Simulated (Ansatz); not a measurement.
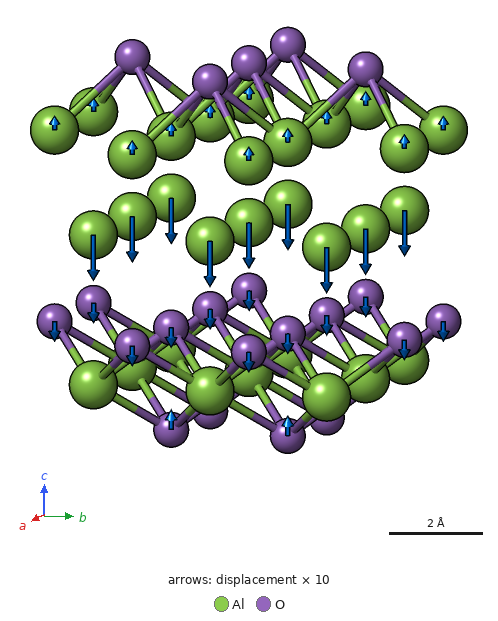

A relaxation of a crystal of Al5O3 (a generated structure, set up in P4/mmm). The starting structure is drawn; blue arrows show the displacements (the part carried along by the change of the cell is left out), magnified 10 times.

The picture is a ball-and-stick view of the atoms within 5.0 Å of the atom that moves most (axes of the cell of the calculation), seen slightly off an axis.

Method: DFT PBE, scalar-relativistic, plane waves, PAW in Ansatz 0.2.0. Settings: plane-wave cutoff 420 eV; k-point mesh 14 × 14 × 4; occupations gaussian; smearing width 0.1 eV; no spin polarisation; cell and atoms relaxed; force threshold 0.01 eV/Å; at most 80 steps.

Describe the change and its energy.

Answer. The largest moves relative to the cell, 0.10 Å, are those of Al atoms. By element the largest moves are Al 0.10 Å, O 0.05 Å. The volume changes by +1.4 %, with a = b 2.660 → 2.630 Å (−1.1 %), c 13.553 → 14.058 Å (+3.7 %). Among the contacts that change: Al–O 2.189 → 2.169 Å. The space group stays P4/mmm (No. 123). After 6 accepted moves (8 points after the start) the energy has fallen by 16.2 meV per atom. The largest force component goes from 0.42 to 0.0015 eV/Å. Pressure: 0.37 GPa at the start and 0.01 GPa at the end. At 2 points the geometry stayed and the basis and grid were re-selected for the new cell (energy shift of 0.7 meV per atom at most each time). Cost: 110 s on 1 thread of Arm Neoverse V2, on a shared host, peak memory 0.47 GiB.
